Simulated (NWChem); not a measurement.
# GaF (SMILES [F][Ga]) at HF/def2-TZVPPD

Aim: the vertical ionisation energy of GaF at HF/def2-TZVPPD, from 2 runs. 

Program for the calculation: NWChem 7.3.0.

2 further runs of the same task are left out: 2 set aside as unsound or not needed.

## (1) Starting point

The species is GaF (2 atoms), meant as a singlet with charge 0. SMILES: `[F][Ga]`. Geometry: relaxed at PBE0-D4/def2-TZVP.

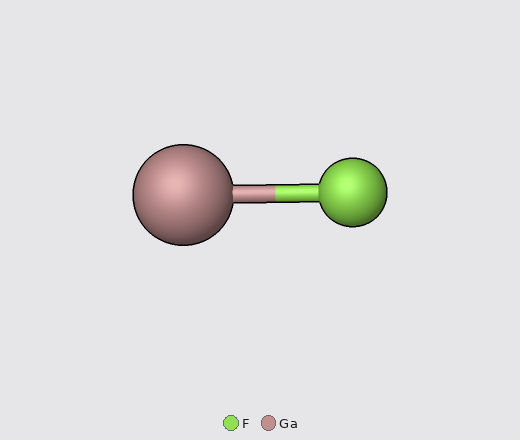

Viewed from a chosen angle; fluorine green, gallium pink.

## (2) Energy and gradient at HF/def2-TZVPPD

fga.nw reads:

```
START fga
TITLE "FGa gradient"
memory 2200 mb

GEOMETRY noautosym nocenter noautoz
 F      0.000000     0.000000     0.006300
 Ga     0.000000     0.000000     1.792850
END

BASIS spherical bse
 F library def2-TZVPPD
 Ga library def2-TZVPPD
END

SCF
 thresh 1e-08
 maxiter 80
END

TASK scf gradient
```

Run with:

```bash
$ nwchem fga.nw > fga.out
```

Output, shortened:

```text
[...]
  functions       =    94
[...]
  wavefunction    = RHF
[...]
         Total SCF energy =  -2022.791320145531
      One-electron energy =  -2990.248342578279
      Two-electron energy =    884.817044558680
 Nuclear repulsion energy =     82.639977874068
        Time for solution =     52.9s
[...]
                         RHF ENERGY GRADIENTS
    atom               coordinates                        gradient
                 x          y          z           x          y          z
   1 F       0.000000   0.000000   0.011905   -0.000000   0.000000  -0.008134
   2 Ga      0.000000   0.000000   3.387995    0.000000  -0.000000   0.008134
[...]
```

Wall time 71 s (1 thread of Intel Xeon Platinum 8259CL at 2.50GHz (Skylake/Cascade Lake), shared host); peak memory 0.11 GiB.

## (3) The doublet cation: the energy at UHF/def2-TZVPPD

mymol.nw reads:

```
start mymol
memory stack 880 mb heap 220 mb global 1100 mb
charge 1

geometry units angstroms noautosym nocenter noautoz
 F        0.000000       0.000000       0.006300
 Ga       0.000000       0.000000       1.792850
end

basis "ao basis" spherical bse
 F library def2-TZVPPD
 Ga library def2-TZVPPD
end

scf
 nopen 1
 uhf
 thresh 1e-08
 maxiter 80
 print low
end

task scf energy
```

Run with:

```bash
$ nwchem mymol.nw > mymol.out
```

Output, shortened:

```text
[...]
  functions       =    94
[...]
  wavefunction    = UHF
[...]
         Total SCF energy =  -2022.446713001048
      One electron energy =  -2976.901575803423
      Two electron energy =    871.814884928307
 Nuclear repulsion energy =     82.639977874068
                       Sz =      0.5000
                 Sz(Sz+1) =      0.7500
                      S^2 =      0.7629
[...]
```

Run time: 78 s. Hardware: 1 thread of Intel Xeon Platinum 8259CL at 2.50GHz (Skylake/Cascade Lake), shared host; peak memory 0.1 GiB.

## (4) What came out

At HF/def2-TZVPPD:

| quantity | value |
| --- | --- |
| singlet GaF: total energy | -2022.79132 Eh |
| singlet GaF: dipole moment | 2.33 D |
| singlet GaF: HOMO energy | -10.00 eV |
| singlet GaF: LUMO energy | 1.08 eV |
| singlet GaF: HOMO–LUMO gap | 11.08 eV |
| singlet GaF: largest force on an atom | 0.418 eV/Å |
| doublet cation: total energy | -2022.44671 Eh |
| doublet cation: ⟨S²⟩ | 0.763 |
| vertical ionisation energy (to the doublet cation) | 9.377 eV |

**Reading.** Removing an electron at fixed nuclei costs 9.38 eV (216 kcal/mol). The largest force (singlet GaF) is 0.42 eV/Å: the shape isn't a stationary point for this species at this level. −ε(HOMO) before ionisation, 10.00 eV, is 0.62 eV above this ionisation energy.
